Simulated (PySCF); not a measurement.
# CH3AlCl (SMILES [CH3][Al][Cl]): UMP2/ANO-RCC-VDZP (sfX2C)

What is the vertical doublet–quartet gap of CH3AlCl at UMP2/ANO-RCC-VDZP (sfX2C)? 

The calculation is run with PySCF 2.14.0.

## (1) The structure to begin with

CH3AlCl: 6 atoms, total charge 0, spin state doublet. SMILES: `[CH3][Al][Cl]`. Geometry: relaxed at PBE0-D4/def2-TZVP.

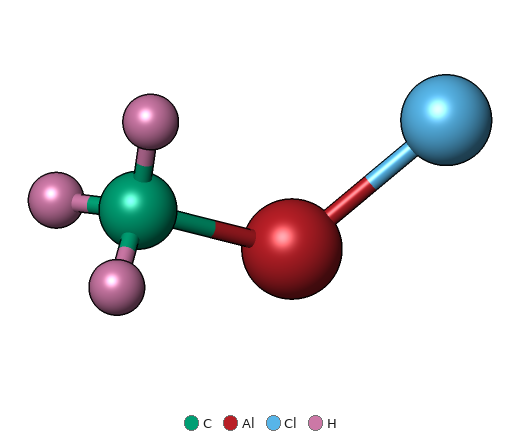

Viewed from a chosen angle; carbon teal, aluminium red, chlorine blue, hydrogen pink.

## (2) A single-point energy at UMP2/ANO-RCC-VDZP (sfX2C)

Contents of calc.py:

```python
# [CH3][Al][Cl]
from pyscf import gto, mp

molecule = gto.Mole()
molecule.atom = '''
C       -0.441400       0.449000      -0.287200
Al       0.123100      -1.352900       0.254500
Cl       2.028600      -1.546300       1.168800
H        0.335300       1.177300      -0.041400
H       -1.368200       0.727800       0.222100
H       -0.635200       0.481000      -1.363100
'''
molecule.basis = 'ano-rcc-vdzp'
molecule.max_memory = 1860
molecule.verbose = 3
molecule.spin = 1
molecule.charge = 0
molecule.build()

hf = molecule.UHF()
hf = hf.sfx2c1e()
hf.conv_tol = 1e-10
hf.kernel()
if not hf.converged:
    hf = hf.newton().run(hf.mo_coeff, hf.mo_occ)

pt = mp.MP2(hf, frozen=11).run()
etot = pt.e_tot
print('Final energy', etot)
```

Command:

```sh
$ OMP_NUM_THREADS=1 python calc.py
```

The log of the run:

```text
converged SCF energy = -742.977446308515  <S^2> = 0.75551054  2S+1 = 2.005503
E(UMP2) = -743.313237591401  E_corr = -0.335791282886622
E(SCS-UMP2) = -743.307214814775  E_corr = -0.329768506260236
Final energy -743.3132375914014
```

Wall time 7.5 s (1 thread of Arm Neoverse V1, shared host); peak memory 0.18 GiB.

## (3) The quartet, same level

Contents of run.py:

```python
from pyscf import gto, scf, mp

mol = gto.Mole()
mol.atom = [
    ('C', (-0.441400, 0.449000, -0.287200)),
    ('Al', (0.123100, -1.352900, 0.254500)),
    ('Cl', (2.028600, -1.546300, 1.168800)),
    ('H', (0.335300, 1.177300, -0.041400)),
    ('H', (-1.368200, 0.727800, 0.222100)),
    ('H', (-0.635200, 0.481000, -1.363100)),
]
mol.basis = 'ano-rcc-vdzp'
mol.verbose = 3
mol.spin = 3
mol.charge = 0
mol.max_memory = 1860
mol.build()

myscf = scf.UHF(mol)
myscf = myscf.sfx2c1e()
myscf.conv_tol = 1e-10
myscf.kernel()
if not myscf.converged:
    myscf = myscf.newton().run(myscf.mo_coeff, myscf.mo_occ)

pt = mp.MP2(myscf, frozen=11).run()
e_final = pt.e_tot
print('E(%s) = %.9f' % ('MP2', e_final))
```

Command:

```sh
$ OMP_NUM_THREADS=1 python run.py
```

The log of the run:

```text
WARN: HOMO 0.0438579842630591 >= LUMO -0.367041303137181

converged SCF energy = -742.797439308544  <S^2> = 3.7572827  2S+1 = 4.0036397
E(UMP2) = -743.102006192893  E_corr = -0.304566884348894
E(SCS-UMP2) = -743.094851440144  E_corr = -0.297412131600259
E(MP2) = -743.102006193
```

Wall time 7.5 s (1 thread of Arm Neoverse V1, shared host); peak memory 0.17 GiB.

## (4) What came out

At UMP2/ANO-RCC-VDZP (sfX2C), 11 core orbitals frozen:

| quantity | value |
| --- | --- |
| doublet: total energy | -743.31324 Eh |
| doublet: dipole moment (Hartree–Fock density) | 2.27 D |
| doublet: HOMO energy (Hartree–Fock orbitals) (highest over α and β) | -8.48 eV |
| doublet: LUMO energy (Hartree–Fock orbitals) (lowest over α and β) | 0.83 eV |
| doublet: correlation energy (11 core orbitals frozen) | -335.8 mEh |
| doublet: ⟨S²⟩ of the reference determinant | 0.756 |
| quartet: total energy | -743.10201 Eh |
| quartet: dipole moment (Hartree–Fock density) | 5.79 D |
| quartet: HOMO energy (Hartree–Fock orbitals) (highest over α and β) | -5.97 eV |
| quartet: LUMO energy (Hartree–Fock orbitals) (lowest over α and β) | -2.52 eV |
| quartet: correlation energy (11 core orbitals frozen) | -304.6 mEh |
| quartet: ⟨S²⟩ of the reference determinant | 3.757 |
| vertical energy of the quartet above the doublet | 5.748 eV |

**Reading.** At this shape the quartet lies 5.75 eV (555 kJ/mol) above the doublet. Mulliken charges (doublet) of the mean-field density run from -0.39 on Cl3 to +0.55 on Al2. Mulliken charges (quartet) of the mean-field density run from -0.37 on Cl3 to +0.19 on C1.
